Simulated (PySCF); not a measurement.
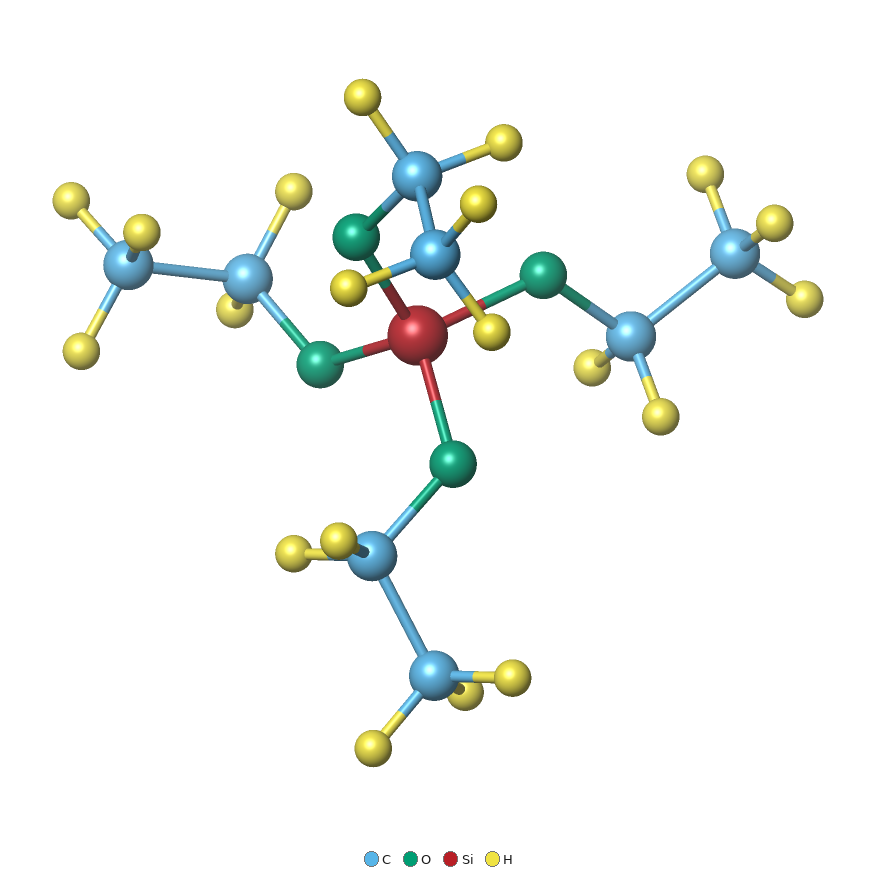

The computed structure is the end point of a PBE0-D3(BJ)/def2-SVP optimisation. No frequency run is at hand to confirm it as a minimum. Method: B97-2/pcSseg-1, gas phase (PySCF 2.14.0).

Question: Estimate the dipole moment.

Answer: 0.12 D.

Question: Give the LUMO energy (Kohn–Sham orbital) at this level.

Answer: 1.33 eV.

Question: Give the HOMO energy (Kohn–Sham orbital) at this level.

Answer: −7.65 eV.
